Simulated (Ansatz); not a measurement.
# C₂H₈N₂Si: small, medium and large basis sets

Aim: see how fast density functionals converge with the basis set for C₂H₈N₂Si.

Computed with Ansatz 0.2.0, Gaussian basis. Level: one geometry, several basis sets.

Levels to be run: PBE0-D4/def2-SVP; ωB97M-V/def2-SVP; PBE0-D4/def2-QZVPP; ωB97M-V/def2-QZVPP; the functionals' def2-TZVPP values are taken from earlier runs.

## 1. Structure used throughout

An earlier PBE0-D4 in a triple-zeta def2 set relaxation fixed the geometry.

SMILES `N=C([SiH3])CN`, 13 atoms, charge 0, spin multiplicity 1.

Atoms are counted from 1 here; the program's logs count them from 0.

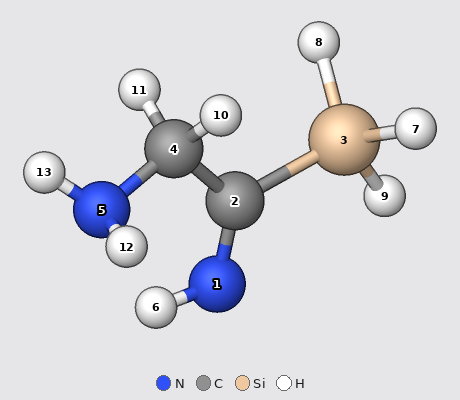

The structure; nitrogen blue, carbon grey, silicon light orange, hydrogen white; atoms are numbered from 1 in the order of the file.

Geometry (Å):

```
N    -1.42316    0.00990    1.00469
C    -0.33554   -0.25298    0.40773
Si    0.70662   -1.68637    1.07373
C     0.16777    0.52451   -0.79583
N    -0.63681    1.69781   -1.05645
H    -1.87345    0.80465    0.52968
H     1.96820   -1.14974    1.65602
H     1.08881   -2.58957   -0.04827
H    -0.05607   -2.43307    2.09868
H     1.23868    0.73488   -0.65010
H     0.11643   -0.14596   -1.66120
H    -0.32596    2.49163   -0.51301
H    -0.61523    1.95952   -2.03077
```

## 2. PBE0-D4 in def2-SVP

Input file in.yaml:

```yaml
crystal:
  periodic: [false, false, false]
  atoms:
    - {symbol: N, position_ang: [-1.423158, 0.009900, 1.004689]}
    - {symbol: C, position_ang: [-0.335537, -0.252982, 0.407730]}
    - {symbol: Si, position_ang: [0.706624, -1.686367, 1.073726]}
    - {symbol: C, position_ang: [0.167766, 0.524511, -0.795825]}
    - {symbol: N, position_ang: [-0.636808, 1.697805, -1.056448]}
    - {symbol: H, position_ang: [-1.873448, 0.804646, 0.529676]}
    - {symbol: H, position_ang: [1.968201, -1.149740, 1.656020]}
    - {symbol: H, position_ang: [1.088809, -2.589575, -0.048275]}
    - {symbol: H, position_ang: [-0.056071, -2.433073, 2.098680]}
    - {symbol: H, position_ang: [1.238683, 0.734882, -0.650097]}
    - {symbol: H, position_ang: [0.116425, -0.145955, -1.661203]}
    - {symbol: H, position_ang: [-0.325960, 2.491633, -0.513005]}
    - {symbol: H, position_ang: [-0.615226, 1.959517, -2.030770]}
basis:
  gaussian: {orbitals: def2-SVP}
hamiltonian: {xc: pbe0, dispersion: d4}
output: {orbitals: {seedname: orbitals}}
```

Run with:

```sh
$ ansatz run in.yaml --threads 4 --pin off --events-out ev --progress --plain --max-ram 10444MiB
```

What it wrote:

```text
Functional definition: PBE0
  name "PBE0"
  cite "Adamo & Barone, J. Chem. Phys. 110, 6158 (1999) doi:10.1063/1.478522"
  cite "Perdew, Burke & Ernzerhof, Phys. Rev. Lett. 77, 3865 (1996) doi:10.1103/PhysRevLett.77.3865"
  parent pbe
  parameter a = 0.25
  parameter kappa = 0.804
  parameter beta = 0.06672455060314922
  exchange = (1 - a)*pbe_x(kappa = kappa, mu = beta*pi^2/3) + a*exact_x
  correlation = pbe_c(beta = beta)
1320 factors; their error is unknown
mean field evaluation 1: about -13038.6454 eV, gradient 5.5e1 eV
mean field evaluation 2: about -13033.9823 eV, gradient 7.1e1 eV
mean field evaluation 4: about -13045.2612 eV, gradient 4.8e0 eV
mean field evaluation 8: about -13045.3135 eV, gradient 5.6e-2 eV
mean field evaluation 16: about -13045.3409 eV, gradient 2.2e-5 eV
mean field -13045.34086414 eV, -479.4074343076 hartree, gradient 2.2e-5 eV, S^2 0.000000; 0 other end points of the search recorded, 0 dependent functions left out
reference -13045.34089356 eV, -479.4074353887 hartree; 24, 24 occupied and 90, 90 virtual orbitals, 1320 factors
Total energy: -13045.56681456 eV, -479.4157378324 hartree
```

Run time: 0.7 s. Hardware: 4 threads of Intel Xeon Platinum 8488C, shared host.

## 3. ωB97M-V in def2-SVP

in.yaml, as its differences from that of step 2:

```diff
@@ -18,3 +18,3 @@
   gaussian: {orbitals: def2-SVP}
-hamiltonian: {xc: pbe0, dispersion: d4}
+hamiltonian: {xc: {name: wB97M-V}}
 output: {orbitals: {seedname: orbitals}}
```

Launched as before.

What it wrote, cut to the lines that bear on the results:

```text
Functional definition: wB97M-V
  name "wB97M-V"
  cite "Mardirossian & Head-Gordon, J. Chem. Phys. 144, 214110 (2016) doi:10.1063/1.4952647"
  cite "Becke, J. Chem. Phys. 107, 8554 (1997) doi:10.1063/1.475007"
  cite "Vydrov & Van Voorhis, J. Chem. Phys. 133, 244103 (2010) doi:10.1063/1.3521275"
  # Of w^i u^j: cxij and so on, Table III.
[...]
  gx(w, u) = 1 - cx + cx01*u + cx10*w
  gss(w, u) = css00 + css04*u^4 + css10*w + css20*w^2 + css43*w^4*u^3
  gos(w, u) = cos00 + cos10*w + (cos20 + cos21*u)*w^2 + (cos60 + cos61*u)*w^6
[...]
      + integral(e_c_pw_mod_opposite_spin*gos(b97_w_opposite, b97_u_opposite)) + vv10(b, c)
1320 factors; their error is unknown
352 factors; integrals over basis functions are off by at most 7.2e-6 eV
[...]
mean field -13051.60014674 eV, -479.6374587005 hartree, gradient 5.5e-5 eV, S^2 0.000000; 0 other end points of the search recorded, 0 dependent functions left out
reference -13051.60019221 eV, -479.6374603712 hartree; 24, 24 occupied and 90, 90 virtual orbitals, 1320 factors
Total energy: -13051.60019221 eV, -479.6374603712 hartree
```

Wall time 1.8 s (4 threads of Intel Xeon Platinum 8488C, shared host).

## 4. PBE0-D4 in def2-QZVPP

in.yaml, as its differences from that of step 3:

```diff
@@ -17,4 +17,4 @@
 basis:
-  gaussian: {orbitals: def2-SVP}
-hamiltonian: {xc: {name: wB97M-V}}
+  gaussian: {orbitals: "def2-QZVPP.json"}
+hamiltonian: {xc: pbe0, dispersion: d4}
 output: {orbitals: {seedname: orbitals}}
```

The command is unchanged.

What it wrote:

```text
Functional definition: PBE0
  name "PBE0"
  cite "Adamo & Barone, J. Chem. Phys. 110, 6158 (1999) doi:10.1063/1.478522"
  cite "Perdew, Burke & Ernzerhof, Phys. Rev. Lett. 77, 3865 (1996) doi:10.1103/PhysRevLett.77.3865"
  parent pbe
  parameter a = 0.25
  parameter kappa = 0.804
  parameter beta = 0.06672455060314922
  exchange = (1 - a)*pbe_x(kappa = kappa, mu = beta*pi^2/3) + a*exact_x
  correlation = pbe_c(beta = beta)
1577 factors; their error is unknown
mean field evaluation 1: about -13044.6158 eV, gradient 6.9e1 eV
mean field evaluation 2: about -13033.9634 eV, gradient 9.5e1 eV
mean field evaluation 4: about -13054.3565 eV, gradient 9.1e0 eV
mean field evaluation 8: about -13054.5353 eV, gradient 2.0e-1 eV
mean field evaluation 16: about -13054.5415 eV, gradient 1.7e-4 eV
mean field -13054.54151603 eV, -479.7455520280 hartree, gradient 1.9e-5 eV, S^2 0.000000; 0 other end points of the search recorded, 0 dependent functions left out
reference -13054.54155939 eV, -479.7455536216 hartree; 24, 24 occupied and 514, 514 virtual orbitals, 1577 factors
Total energy: -13054.76748040 eV, -479.7538560653 hartree
```

It took 5.5 s on 4 threads of Intel Xeon Platinum 8488C, shared host; peak memory 2 GiB.

## 5. ωB97M-V in def2-QZVPP

in.yaml, as its differences from that of step 4:

```diff
@@ -18,3 +18,3 @@
   gaussian: {orbitals: "def2-QZVPP.json"}
-hamiltonian: {xc: pbe0, dispersion: d4}
+hamiltonian: {xc: {name: wB97M-V}}
 output: {orbitals: {seedname: orbitals}}
```

Same command.

What it wrote, cut to the lines that bear on the results:

```text
Functional definition: wB97M-V
  name "wB97M-V"
  cite "Mardirossian & Head-Gordon, J. Chem. Phys. 144, 214110 (2016) doi:10.1063/1.4952647"
  cite "Becke, J. Chem. Phys. 107, 8554 (1997) doi:10.1063/1.475007"
  cite "Vydrov & Van Voorhis, J. Chem. Phys. 133, 244103 (2010) doi:10.1063/1.3521275"
  # Of w^i u^j: cxij and so on, Table III.
[...]
  gx(w, u) = 1 - cx + cx01*u + cx10*w
  gss(w, u) = css00 + css04*u^4 + css10*w + css20*w^2 + css43*w^4*u^3
  gos(w, u) = cos00 + cos10*w + (cos20 + cos21*u)*w^2 + (cos60 + cos61*u)*w^6
[...]
      + integral(e_c_pw_mod_opposite_spin*gos(b97_w_opposite, b97_u_opposite)) + vv10(b, c)
1557 factors; their error is unknown
430 factors; integrals over basis functions are off by at most 1.0e-5 eV
[...]
mean field -13061.05714530 eV, -479.9849969873 hartree, gradient 1.8e-5 eV, S^2 0.000000; 0 other end points of the search recorded, 0 dependent functions left out
reference -13061.05721421 eV, -479.9849995197 hartree; 24, 24 occupied and 514, 514 virtual orbitals, 1557 factors
Total energy: -13061.05721421 eV, -479.9849995197 hartree
```

Wall time 11 s (4 threads of Intel Xeon Platinum 8488C, shared host); peak memory 2.5 GiB.

## 6. Functionals by basis

The def2-TZVPP values come from earlier runs at the same geometry.

```tsv
functional	basis	functions	energy (eV)	from the largest (eV)	HOMO (eV)	LUMO (eV)
PBE0-D4	def2-SVP	114	-13045.5668	9.201	-6.91	-0.15
PBE0-D4	def2-TZVPP	278	-13054.1998	0.568	-7.13	-0.41
PBE0-D4	def2-QZVPP	538	-13054.7675	0.000	-7.17	-0.48
ωB97M-V	def2-SVP	114	-13051.6002	9.457	-9.22	2.12
ωB97M-V	def2-TZVPP	278	-13060.5230	0.534	-9.47	1.77
ωB97M-V	def2-QZVPP	538	-13061.0572	0.000	-9.51	1.41
```

## 7. What came out

| quantity | value |
| --- | --- |
| PBE0-D4: double and triple zeta above quadruple | 9.20, 0.57 eV |
| ωB97M-V: double and triple zeta above quadruple | 9.46, 0.53 eV |

For PBE0-D4 the step from double to triple zeta gains 8.63 eV and the next only 0.57 eV. These are total energies; as a rule much of such shifts cancels in differences, which this series doesn't test. The LUMO of ωB97M-V is positive and keeps falling with the basis (2.12 to 1.41 eV): an unbound level that the basis holds in place.

For PBE0-D4 the largest set took about 8 times as long as the smallest (5.5 s against 0.7 s).
